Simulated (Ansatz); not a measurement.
# SnH₆O₄: geometry relaxation (part 2 of 2)

The same run, continued: SnH₆O₄; RKS BLYP-D4/def2-SVP (Ansatz 0.2.0). It belongs to a series of runs on one base structure; here: end point A relaxed.

Trajectory as extended XYZ, continued
```
11
Properties=species:S:1:pos:R:3:forces:R:3 step=6 energy=-14108.65843
Sn   -0.5770   -0.2931    0.0452   -0.0245   0.0220  -0.0100
O     0.6881    0.0900    1.5659    0.0729  -0.1334   0.0204
O     0.3159   -1.7183   -1.0518   -0.0891  -0.0325  -0.0321
O    -2.3896   -1.0054    0.5384   -0.0316   0.0871   0.0203
O    -0.8971    1.4803   -0.8384    0.0459   0.0207  -0.0006
H     2.3476    1.1772    0.1235    0.1553   0.1025  -0.2937
H     2.7186    1.4191   -0.5190   -0.1612  -0.0936   0.3033
H     1.2031   -0.7254    1.7606   -0.0646   0.1112  -0.0228
H    -0.3673   -2.1739   -1.5914    0.0676   0.0343   0.0481
H    -2.9780   -0.2501    0.7621    0.0800  -0.0775  -0.0276
H    -0.0644    1.9997   -0.7948   -0.0506  -0.0408  -0.0053
11
Properties=species:S:1:pos:R:3:forces:R:3 step=7 energy=-14108.66175
Sn   -0.5800   -0.2992    0.0382    0.0190  -0.0660  -0.0022
O     0.7076    0.0570    1.5471    0.0688  -0.0935   0.0118
O     0.2809   -1.7547   -1.0445   -0.0801  -0.0274  -0.0511
O    -2.3925   -0.9911    0.5532   -0.0689   0.1286   0.0326
O    -0.8891    1.4658   -0.8651    0.0716   0.0315   0.0155
H     2.3356    1.2225    0.1440    0.1664   0.1120  -0.2395
H     2.7439    1.5105   -0.4543   -0.1731  -0.1062   0.2540
H     1.2250   -0.7609    1.7245   -0.0814   0.1124  -0.0413
H    -0.4104   -2.2015   -1.5815    0.0722   0.0431   0.0555
H    -2.9705   -0.2249    0.7681    0.0645  -0.1028  -0.0233
H    -0.0506    1.9767   -0.8295   -0.0590  -0.0319  -0.0121
11
Properties=species:S:1:pos:R:3:forces:R:3 step=8 energy=-14108.66599
Sn   -0.5855   -0.3265    0.0233   -0.0042  -0.0099  -0.0007
O     0.7353    0.0346    1.5018    0.0680  -0.1235   0.0199
O     0.2401   -1.8044   -1.0571   -0.0844  -0.0195  -0.0295
O    -2.4057   -0.9634    0.5831   -0.0426   0.1066   0.0212
O    -0.8729    1.4382   -0.8879    0.0831   0.0389  -0.0073
H     2.3225    1.2803    0.1998    0.1450   0.1138  -0.1909
H     2.7499    1.6193   -0.3550   -0.1479  -0.1040   0.1945
H     1.2613   -0.7812    1.6626   -0.0712   0.1095  -0.0222
H    -0.4629   -2.2457   -1.5825    0.0627   0.0337   0.0427
H    -2.9615   -0.1794    0.7924    0.0718  -0.0973  -0.0260
H    -0.0208    1.9284   -0.8803   -0.0803  -0.0483  -0.0017
11
Properties=species:S:1:pos:R:3:forces:R:3 step=9 energy=-14108.66967
Sn   -0.5832   -0.3478    0.0116   -0.0218  -0.0328   0.0068
O     0.7657   -0.0105    1.4712    0.0170  -0.0548  -0.0096
O     0.1897   -1.8584   -1.0632   -0.0432   0.0065   0.0002
O    -2.4098   -0.9335    0.6088    0.0047   0.0845   0.0028
O    -0.8412    1.4084   -0.9251    0.0855   0.0337   0.0005
H     2.3009    1.3628    0.2461    0.1081   0.0826  -0.1195
H     2.7395    1.7481   -0.2645   -0.1115  -0.0781   0.1217
H     1.2870   -0.8304    1.6157   -0.0324   0.0506  -0.0115
H    -0.5274   -2.2846   -1.5801    0.0282   0.0182   0.0209
H    -2.9427   -0.1342    0.8151    0.0431  -0.0645  -0.0160
H     0.0214    1.8801   -0.9356   -0.0776  -0.0458   0.0038
11
Properties=species:S:1:pos:R:3:forces:R:3 step=10 energy=-14108.67200
Sn   -0.5813   -0.3725   -0.0016   -0.0118  -0.0118   0.0056
O     0.7939   -0.0524    1.4366   -0.0196   0.0047  -0.0183
O     0.1432   -1.9162   -1.0631   -0.0231   0.0250   0.0197
O    -2.4141   -0.8989    0.6307    0.0335   0.0436  -0.0142
O    -0.7954    1.3780   -0.9607    0.0316   0.0046   0.0007
H     2.2726    1.4321    0.2886    0.0940   0.0919  -0.1020
H     2.6966    1.8776   -0.1833   -0.0985  -0.0890   0.1016
H     1.3144   -0.8735    1.5641    0.0097  -0.0137   0.0052
H    -0.5853   -2.3224   -1.5784    0.0038  -0.0017  -0.0006
H    -2.9204   -0.0835    0.8359    0.0159  -0.0254  -0.0069
H     0.0757    1.8317   -0.9687   -0.0355  -0.0283   0.0091
11
Properties=species:S:1:pos:R:3:forces:R:3 step=11 energy=-14108.67300
Sn   -0.5700   -0.3852   -0.0065   -0.0385  -0.0249  -0.0066
O     0.8174   -0.0807    1.4228   -0.0253   0.0205  -0.0198
O     0.1183   -1.9497   -1.0612   -0.0092   0.0244   0.0206
O    -2.4097   -0.8730    0.6342    0.0288   0.0234  -0.0044
O    -0.7639    1.3602   -0.9784    0.0202  -0.0063   0.0078
H     2.2399    1.4666    0.3000    0.0903   0.0981  -0.0850
H     2.6477    1.9505   -0.1474   -0.0902  -0.0946   0.0859
H     1.3291   -0.9073    1.5484    0.0187  -0.0260   0.0063
H    -0.6184   -2.3420   -1.5757    0.0007   0.0024   0.0017
H    -2.9000   -0.0477    0.8375    0.0120  -0.0156  -0.0065
H     0.1094    1.8082   -0.9736   -0.0076  -0.0014   0.0000
11
Properties=species:S:1:pos:R:3:forces:R:3 step=12 energy=-14108.67366
Sn   -0.5706   -0.3947   -0.0112    0.0220  -0.0066   0.0032
O     0.8292   -0.1028    1.4081   -0.0076   0.0102  -0.0048
O     0.1007   -1.9730   -1.0543   -0.0247   0.0093  -0.0025
O    -2.4105   -0.8591    0.6415    0.0049   0.0243  -0.0047
O    -0.7346    1.3509   -0.9882   -0.0117  -0.0143   0.0028
H     2.2297    1.4973    0.3081    0.0635   0.0865  -0.0685
H     2.6104    2.0088   -0.1306   -0.0663  -0.0862   0.0706
H     1.3341   -0.9342    1.5334    0.0008  -0.0069  -0.0010
H    -0.6387   -2.3566   -1.5718    0.0115  -0.0012   0.0027
H    -2.8925   -0.0269    0.8359    0.0026  -0.0137  -0.0021
H     0.1425    1.7905   -0.9708    0.0050  -0.0015   0.0043
11
Properties=species:S:1:pos:R:3:forces:R:3 step=13 energy=-14108.67405
Sn   -0.5625   -0.4031   -0.0130   -0.0111   0.0120  -0.0108
O     0.8427   -0.1099    1.4001    0.0047  -0.0223  -0.0002
O     0.0891   -1.9881   -1.0577   -0.0081   0.0030   0.0030
O    -2.4057   -0.8462    0.6438   -0.0020   0.0044   0.0036
O    -0.7212    1.3410   -0.9930    0.0045  -0.0063   0.0003
H     2.2196    1.5117    0.3186    0.0186   0.0346  -0.0267
H     2.5789    2.0342   -0.1208   -0.0183  -0.0314   0.0256
H     1.3409   -0.9448    1.5311   -0.0017   0.0098   0.0031
H    -0.6549   -2.3668   -1.5720    0.0062   0.0048   0.0065
H    -2.8825   -0.0092    0.8297    0.0094  -0.0094  -0.0039
H     0.1555    1.7814   -0.9667   -0.0023   0.0007  -0.0005
11
Properties=species:S:1:pos:R:3:forces:R:3 step=14 energy=-14108.67413
Sn   -0.5597   -0.4043   -0.0146   -0.0012  -0.0119   0.0015
O     0.8490   -0.1237    1.3977    0.0002  -0.0009  -0.0027
O     0.0816   -1.9954   -1.0554   -0.0008   0.0003  -0.0025
O    -2.4032   -0.8408    0.6455   -0.0028   0.0066   0.0026
O    -0.7118    1.3372   -0.9997    0.0094  -0.0001   0.0058
H     2.2118    1.5306    0.3207   -0.0001  -0.0027   0.0014
H     2.5693    2.0545   -0.1158    0.0001   0.0015  -0.0003
H     1.3412   -0.9621    1.5290   -0.0054   0.0079  -0.0047
H    -0.6649   -2.3721   -1.5673    0.0023   0.0026   0.0028
H    -2.8779   -0.0019    0.8270    0.0015  -0.0048  -0.0008
H     0.1644    1.7781   -0.9671   -0.0032   0.0016  -0.0030
```

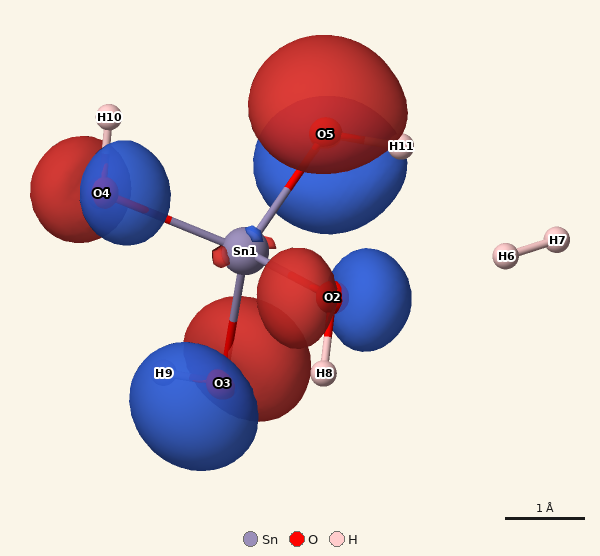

Fig. 1: The HOMO at ±0.1 Å⁻³ᐟ² (red and blue are the two phases), seen at a tilt. Its energy is −6.78 eV.

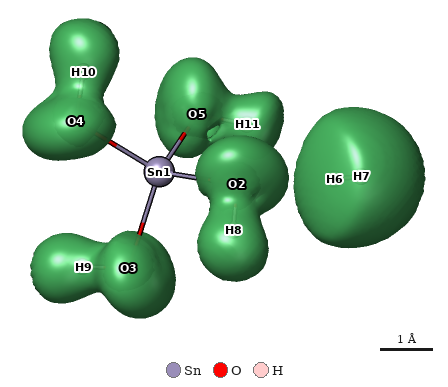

Fig. 2: Isosurface of the electron localisation function at 0.75 (green), seen at a tilt. Only the valence region is drawn (cores and ρ < 0.01 e/Å³ removed). Values along the shortest contacts: O2···H6 (2.40 Å): the ELF is only about 0.05 between them (a non-bonded, intermolecular contact). Sn–O (2.01 Å): the ELF peaks at about 0.85 in the valence shell of O, 0.6 Å from its nucleus, and drops to about 0.15 between the two atoms.

This output came from the following input.

Input file
```yaml
crystal:
  periodic: [false, false, false]
  atoms:
    - { symbol: Sn, position_ang: [-0.458135, -0.187733, 0.045875] }
    - { symbol: O, position_ang: [0.716976, 0.169576, 1.672351] }
    - { symbol: O, position_ang: [0.492399, -1.529228, -1.105067] }
    - { symbol: O, position_ang: [-2.237384, -1.019913, 0.460988] }
    - { symbol: O, position_ang: [-0.86482, 1.594072, -0.777141] }
    - { symbol: H, position_ang: [2.120071, 0.907849, 0.042018] }
    - { symbol: H, position_ang: [2.213145, 0.996462, -0.651952] }
    - { symbol: H, position_ang: [1.095116, -0.687714, 1.963444] }
    - { symbol: H, position_ang: [-0.181467, -2.047815, -1.594117] }
    - { symbol: H, position_ang: [-2.85606, -0.318157, 0.754216] }
    - { symbol: H, position_ang: [-0.04004, 2.122702, -0.810514] }
basis:
  gaussian: { orbitals: def2-SVP }
hamiltonian:
  xc: blyp
  dispersion: d4
relax:
  f_tol: 0.03
  max_steps: 50
output:
  orbitals: {}
```

Launch command:
```bash
ansatz run input.yaml --threads 2 --pin off --max-ram 3072MiB --backend cpu --events-out ev --progress --plain --runs-dir out
```

Results in brief

- outcome: converged
- total energy: −14108.6745 eV
- mean-field energy: −14108.2542 eV
- largest force (length of the vector) at the end: 0.012 eV/Å
- hardware: 2 threads of Intel Xeon (Sapphire Rapids), 16 GiB of memory available, shared host
- wall time: 34 s (CPU time 65 s)
- peak memory: 0.18 GiB
